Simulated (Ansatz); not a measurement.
# Cl₂F₂H₂Si₂ (SMILES F[SiH2][Si](F)(Cl)Cl): what the fields show

Input file:

```
crystal:
  periodic: [false, false, false]
  atoms:
    - {symbol: F, position_ang: [-2.041468, -0.760840, -0.583232]}
    - {symbol: Si, position_ang: [-0.786076, -0.858240, 0.403325]}
    - {symbol: Si, position_ang: [0.800402, 0.723966, -0.287096]}
    - {symbol: F, position_ang: [2.062603, 0.651244, 0.675972]}
    - {symbol: Cl, position_ang: [1.449663, 0.355473, -2.179278]}
    - {symbol: Cl, position_ang: [0.061073, 2.616421, -0.188660]}
    - {symbol: H, position_ang: [-1.237908, -0.560524, 1.783934]}
    - {symbol: H, position_ang: [-0.215889, -2.224501, 0.319135]}
basis:
  gaussian: {orbitals: def2-TZVPP}
hamiltonian: {xc: pbe0, dispersion: d4}
output: {orbitals: {seedname: orbitals}}
```

Launched as:

```sh
ansatz run in.yaml --threads 4 --pin off --events-out ev --progress --plain --max-ram 10444MiB
```

Geometry: PBE0-D4/def2-TZVP.

Computed with RKS PBE0-D4/def2-TZVPP in Ansatz 0.2.0.

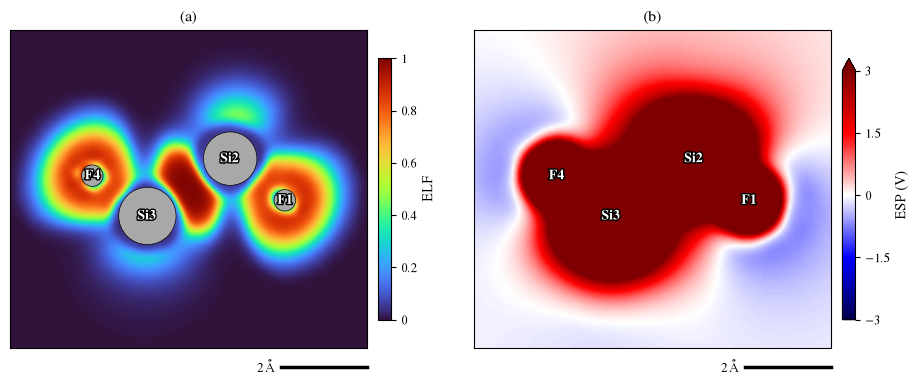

Figure 1. (a) ELF; (b) electrostatic potential on the plane of atoms Si2, Si3 and F4. Grey discs cover the atomic cores in the ELF map.

Read the bonding off the picture.

Atoms in the plane: F and Si. Si–F (1.59 Å): the ELF peaks at about 0.85 in the valence shell of F, 0.5 Å from its nucleus, and is about 0.50 at the midpoint. Si–Si (2.34 Å): the ELF peaks at about 1 between the atoms (a shared electron pair). The ELF also peaks beside F1 and F4, away from the bonds: lone-pair regions. Outside the dense part of the molecule the potential is most negative (−0.7 V) near F1.

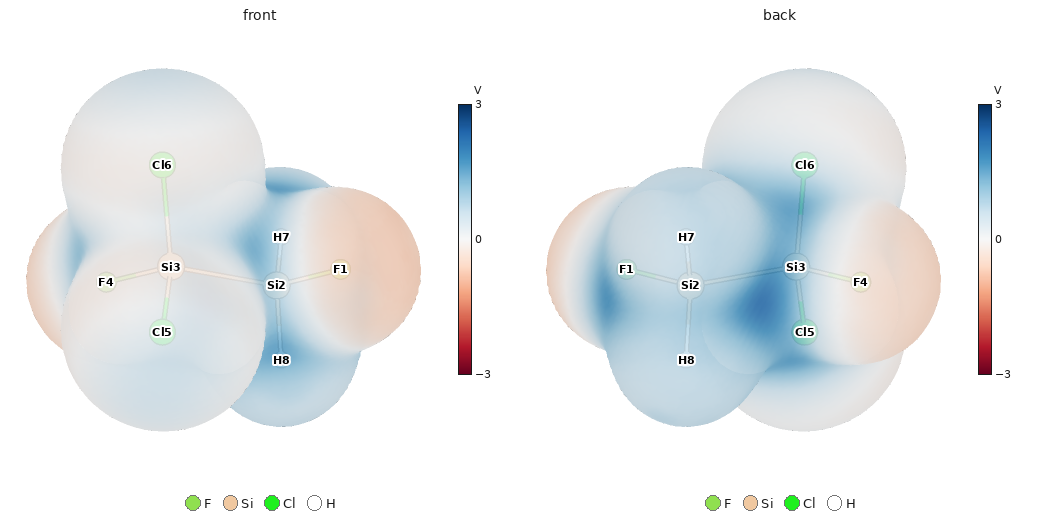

Figure 2. The molecular electrostatic potential painted on the density surface at 0.002 e/bohr³, seen from the front and from behind; red is negative and blue positive.

Where is the surface potential most negative and most positive?

The most negative region (about −0.7 V) lies over F1, the most positive (about +2.1 V) over Si2. Cl5 shows a σ-hole: about +0.5 V at the tip opposite its bond, against about 0.0 V on its flanks. Cl6 shows a σ-hole: about +0.5 V at the tip opposite its bond, against about 0.0 V on its flanks.

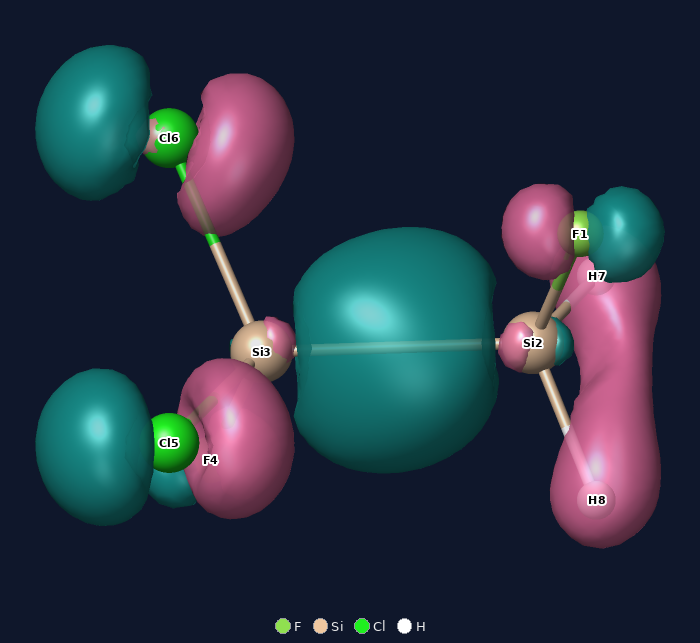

Figure 3. The HOMO at ±0.15 Å⁻³ᐟ² (teal and pink are the two phases), seen at an oblique angle.

What is the character of this orbital?

Its weight (Hirshfeld) is mainly on Si2 (about 25 %), Si3 (about 20 %), Cl5 (about 15 %) and Cl6 (about 15 %). Its energy is −8.79 eV.
